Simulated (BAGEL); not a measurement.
**C3H10Si (trimethylsilane), step by step**

Wanted: a single-point energy (HF/cc-pVDZ), then a single-point energy (NEVPT2(2,2)/cc-pVDZ) of C3H10Si (trimethylsilane). 

The results are computed with BAGEL 1.2.2.

1 further run of the same task is left out (set aside as unsound or not needed).

### Step 1. The system as given

C3H10Si has 14 atoms, charge 0, and is taken as a singlet. SMILES: `C[SiH](C)C`. The C1–H6 distance was set to 2.514 Å, away from the relaxed value. At this shape a bond of the SMILES string is far longer than usual.

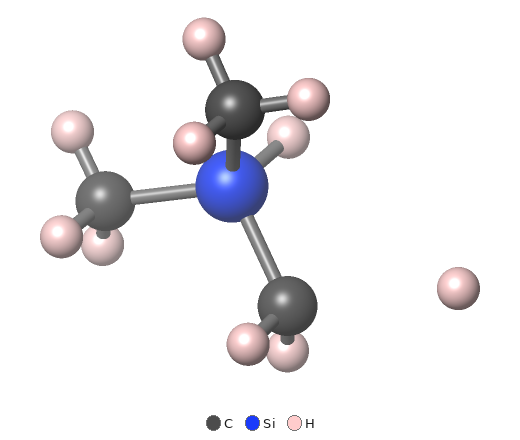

Viewed from a chosen angle; carbon dark grey, silicon blue, hydrogen pink.

### Step 2. The energy at HF/cc-pVDZ (density fitting with svp-jkfit) (run 1)

File calc.json:

```json
{ "bagel" : [

{
  "title" : "molecule",
  "basis" : "cc-pvdz.json",
  "df_basis" : "svp-jkfit",
  "angstrom" : false,
  "geometry" : [
    { "atom" : "C", "xyz" : [ -1.34353669, -0.45038410, -2.83513910 ] },
    { "atom" : "Si", "xyz" : [ -0.17568595, -2.52379160, -0.21352204 ] },
    { "atom" : "C", "xyz" : [  2.80667982, -1.20343996,  1.16389933 ] },
    { "atom" : "C", "xyz" : [  0.36761031, -5.81588348, -1.39743546 ] },
    { "atom" : "H", "xyz" : [ -3.10343863, -1.17868454, -3.63354838 ] },
    { "atom" : "H", "xyz" : [ -2.16543717,  3.96596822, -1.29087192 ] },
    { "atom" : "H", "xyz" : [  0.04578995, -0.33945717, -4.36109294 ] },
    { "atom" : "H", "xyz" : [ -2.14232393, -2.60826236,  1.81131950 ] },
    { "atom" : "H", "xyz" : [  4.29880757, -1.11008749, -0.26284390 ] },
    { "atom" : "H", "xyz" : [  3.49151657, -2.37620399,  2.71989982 ] },
    { "atom" : "H", "xyz" : [  2.50885898,  0.70518343,  1.89427847 ] },
    { "atom" : "H", "xyz" : [ -1.36621341, -6.62336346, -2.17638057 ] },
    { "atom" : "H", "xyz" : [  1.80040066, -5.83591458, -2.88672862 ] },
    { "atom" : "H", "xyz" : [  1.01616432, -7.05629971,  0.12114845 ] }
  ]
},
{
  "title" : "hf",
  "charge" : 0
},
{
  "title" : "print",
  "file" : "orbitals.molden",
  "orbitals" : true
}

]}
```

The basis set cc-pVDZ is read from a file made from the Basis Set Exchange's data (not shown).

On the command line:

```bash
$ BAGEL_NUM_THREADS=1 BAGEL calc.json > calc.out
```

Log:

```text
* using 1 threads per process

  ===============================================================
  ===============================================================

  *** Geometry ***

  { "atom" : "C", "xyz" : [     -1.343537,     -0.450384,     -2.835139 ] },
  { "atom" : "Si", "xyz" : [     -0.175686,     -2.523792,     -0.213522 ] },
  { "atom" : "C", "xyz" : [      2.806680,     -1.203440,      1.163899 ] },
  { "atom" : "C", "xyz" : [      0.367610,     -5.815883,     -1.397435 ] },
  { "atom" : "H", "xyz" : [     -3.103439,     -1.178685,     -3.633548 ] },
  { "atom" : "H", "xyz" : [     -2.165437,      3.965968,     -1.290872 ] },
  { "atom" : "H", "xyz" : [      0.045790,     -0.339457,     -4.361093 ] },
  { "atom" : "H", "xyz" : [     -2.142324,     -2.608262,      1.811319 ] },
  { "atom" : "H", "xyz" : [      4.298808,     -1.110087,     -0.262844 ] },
  { "atom" : "H", "xyz" : [      3.491517,     -2.376204,      2.719900 ] },
  { "atom" : "H", "xyz" : [      2.508859,      0.705183,      1.894278 ] },
  { "atom" : "H", "xyz" : [     -1.366213,     -6.623363,     -2.176381 ] },
  { "atom" : "H", "xyz" : [      1.800401,     -5.835915,     -2.886729 ] },
  { "atom" : "H", "xyz" : [      1.016164,     -7.056300,      0.121148 ] },

  Number of auxiliary basis functions:      533

  Since a DF basis is specified, we compute 2- and 3-index integrals:
    o Being stored without compression. Storage requirement is 0.052 GB

  Number of basis functions:      110
  Number of electrons      :       42

    * METHOD: MOLECULE                             0.34

  *** RHF ***

  === Nuclear Repulsion ===
   171.9504216780

      * DIIS with orbital gradients will be used.

  === RHF iteration (cc-pvdz.json) ===
      0       -407.80684037          0.01672124           0.11
      1       -408.01431868          0.01248277           0.11
      2       -408.16609566          0.00206950           0.11
      3       -408.17219127          0.00092020           0.11
      4       -408.17327778          0.00015016           0.11
      5       -408.17334186          0.00006242           0.11
      6       -408.17335071          0.00001715           0.11
      7       -408.17335154          0.00000660           0.11
      8       -408.17335160          0.00000262           0.11
      9       -408.17335163          0.00000110           0.11
     10       -408.17335163          0.00000056           0.11
     11       -408.17335163          0.00000028           0.11
     12       -408.17335163          0.00000011           0.11
     13       -408.17335163          0.00000003           0.11
     14       -408.17335163          0.00000001           0.11
     15       -408.17335163          0.00000000           0.11
    * SCF iteration converged.

    * Permanent dipole moment:
           (   -0.410444,     1.118061,     0.399849) a.u.

    * METHOD: HF                                   2.04

    * METHOD: PRINT                                0.02

  ===============================================================
```

Wall time 2.5 s (1 thread of Arm Neoverse V2, shared host); peak memory 0.17 GiB.

### Step 3. The energy at NEVPT2(2,2)/cc-pVDZ (density fitting with svp-jkfit) (run 2)

File input.json:

```json
{ "bagel" : [

{
  "title" : "molecule",
  "basis" : "cc-pvdz.json",
  "df_basis" : "svp-jkfit",
  "geometry" : [
    { "atom" : "C", "xyz" : [ -1.34353669, -0.45038410, -2.83513910 ] },
    { "atom" : "Si", "xyz" : [ -0.17568595, -2.52379160, -0.21352204 ] },
    { "atom" : "C", "xyz" : [  2.80667982, -1.20343996,  1.16389933 ] },
    { "atom" : "C", "xyz" : [  0.36761031, -5.81588348, -1.39743546 ] },
    { "atom" : "H", "xyz" : [ -3.10343863, -1.17868454, -3.63354838 ] },
    { "atom" : "H", "xyz" : [ -2.16543717,  3.96596822, -1.29087192 ] },
    { "atom" : "H", "xyz" : [  0.04578995, -0.33945717, -4.36109294 ] },
    { "atom" : "H", "xyz" : [ -2.14232393, -2.60826236,  1.81131950 ] },
    { "atom" : "H", "xyz" : [  4.29880757, -1.11008749, -0.26284390 ] },
    { "atom" : "H", "xyz" : [  3.49151657, -2.37620399,  2.71989982 ] },
    { "atom" : "H", "xyz" : [  2.50885898,  0.70518343,  1.89427847 ] },
    { "atom" : "H", "xyz" : [ -1.36621341, -6.62336346, -2.17638057 ] },
    { "atom" : "H", "xyz" : [  1.80040066, -5.83591458, -2.88672862 ] },
    { "atom" : "H", "xyz" : [  1.01616432, -7.05629971,  0.12114845 ] }
  ]
},
{
  "title" : "hf"
},
{
  "title" : "nevpt2",
  "nstate" : 1,
  "nact" : 2,
  "nclosed" : 20,
  "active" : [21, 22],
  "maxiter" : 200,
  "natocc" : true,
  "ncore" : 8
},
{
  "title" : "print",
  "file" : "orbitals.molden",
  "orbitals" : true
}

]}
```

The basis set cc-pVDZ is read from a file made from the Basis Set Exchange's data (not shown).

On the command line:

```bash
$ BAGEL_NUM_THREADS=1 BAGEL input.json > input.out
```

Log:

```text
* using 1 threads per process

  ===============================================================
  ===============================================================

  *** Geometry ***

  { "atom" : "C", "xyz" : [     -1.343537,     -0.450384,     -2.835139 ] },
  { "atom" : "Si", "xyz" : [     -0.175686,     -2.523792,     -0.213522 ] },
  { "atom" : "C", "xyz" : [      2.806680,     -1.203440,      1.163899 ] },
  { "atom" : "C", "xyz" : [      0.367610,     -5.815883,     -1.397435 ] },
  { "atom" : "H", "xyz" : [     -3.103439,     -1.178685,     -3.633548 ] },
  { "atom" : "H", "xyz" : [     -2.165437,      3.965968,     -1.290872 ] },
  { "atom" : "H", "xyz" : [      0.045790,     -0.339457,     -4.361093 ] },
  { "atom" : "H", "xyz" : [     -2.142324,     -2.608262,      1.811319 ] },
  { "atom" : "H", "xyz" : [      4.298808,     -1.110087,     -0.262844 ] },
  { "atom" : "H", "xyz" : [      3.491517,     -2.376204,      2.719900 ] },
  { "atom" : "H", "xyz" : [      2.508859,      0.705183,      1.894278 ] },
  { "atom" : "H", "xyz" : [     -1.366213,     -6.623363,     -2.176381 ] },
  { "atom" : "H", "xyz" : [      1.800401,     -5.835915,     -2.886729 ] },
  { "atom" : "H", "xyz" : [      1.016164,     -7.056300,      0.121148 ] },

  Number of auxiliary basis functions:      533

  Since a DF basis is specified, we compute 2- and 3-index integrals:
    o Being stored without compression. Storage requirement is 0.052 GB

  Number of basis functions:      110
  Number of electrons      :       42

    * METHOD: MOLECULE                             0.35

  *** RHF ***

  === Nuclear Repulsion ===
   171.9504216780

      * DIIS with orbital gradients will be used.

  === RHF iteration (cc-pvdz.json) ===
      0       -407.80684037          0.01672124           0.11
      1       -408.01431868          0.01248277           0.11
      2       -408.16609566          0.00206950           0.11
      3       -408.17219127          0.00092020           0.11
      4       -408.17327778          0.00015016           0.11
      5       -408.17334186          0.00006242           0.11
      6       -408.17335071          0.00001715           0.11
      7       -408.17335154          0.00000660           0.11
      8       -408.17335160          0.00000262           0.11
      9       -408.17335163          0.00000110           0.11
     10       -408.17335163          0.00000056           0.11
     11       -408.17335163          0.00000028           0.11
     12       -408.17335163          0.00000011           0.11
     13       -408.17335163          0.00000003           0.11
     14       -408.17335163          0.00000001           0.11
     15       -408.17335163          0.00000000           0.11
    * SCF iteration converged.

    * Permanent dipole moment:
           (   -0.410444,     1.118061,     0.399849) a.u.

    * METHOD: HF                                   2.06

    * freezing 8 orbitals
  ---------------------------
      CASSCF calculation
  ---------------------------

    ==== Active orbitals : =====
         Orbital 21
         Orbital 22
    ============================

    * nstate   :      1
    * nclosed  :     20
    * nact     :      2
    * nvirt    :     88
  === CASSCF iteration (cc-pvdz.json) ===

    * Using the second-order algorithm

      0  0      -408.23279723     4.77e-03      0.04

      1  0      -408.25877180     9.11e-04      0.68

      2  0      -408.25948512     2.45e-04      0.66

      3  0      -408.25951769     6.17e-05      0.66

      4  0      -408.25951965     1.53e-05      0.67

      5  0      -408.25951977     3.80e-06      0.67

      6  0      -408.25951978     9.42e-07      0.67

      7  0      -408.25951978     2.33e-07      0.63

      8  0      -408.25951978     5.78e-08      0.59

      9  0      -408.25951978     1.43e-08      0.56

     10  0      -408.25951978     3.55e-09      0.51

    * Second-order optimization converged. *

     guess   0:   closed 1.                   open ..

  === FCI iteration ===

      0  0      -408.16042510     9.07e-02      0.00
      1  0      -408.25636091     1.72e-02      0.00
      2  0 *    -408.25951978     1.06e-15      0.00

     * ci vector, state   0, <S^2> = 0.0000
       2.     0.8767444875
       .2    -0.4809564468

  === DF-NEVPT2 calculation ===

    * 3-index integral transformation done
    * assembly done

      NEVPT2 correlation energy:   -0.5158702850      0.34

          (+0)     -0.4694856541
          (+0)'    -0.0090369508
          (+1)     -0.0076996170
          (+1)'    -0.0000000000
          (+2)     -0.0002013111
          (-1)     -0.0284810655
          (-1)'     0.0000000000
          (-2)     -0.0009656865

      NEVPT2 total energy:       -408.7753900645

    * METHOD: NEVPT2                               7.18

    * METHOD: PRINT                                0.02

  ===============================================================
```

Wall time 9.9 s (1 thread of Arm Neoverse V2, shared host); peak memory 0.17 GiB.

### Step 4. Results

| quantity | value |
| --- | --- |
| run 1, HF/cc-pVDZ: total energy | -408.17335 Eh |
| run 1, HF/cc-pVDZ: dipole moment | 3.19 D |
| run 1, HF/cc-pVDZ: HOMO energy | -8.59 eV |
| run 1, HF/cc-pVDZ: LUMO energy | 0.07 eV |
| run 1, HF/cc-pVDZ: HOMO–LUMO gap | 8.67 eV |
| run 2, NEVPT2(2,2)/cc-pVDZ: total energy | -408.77539 Eh |

**Reading.** One bond (run 1, HF/cc-pVDZ) is far stretched, which a spin-restricted single reference describes badly; a broken-symmetry solution may lie lower.
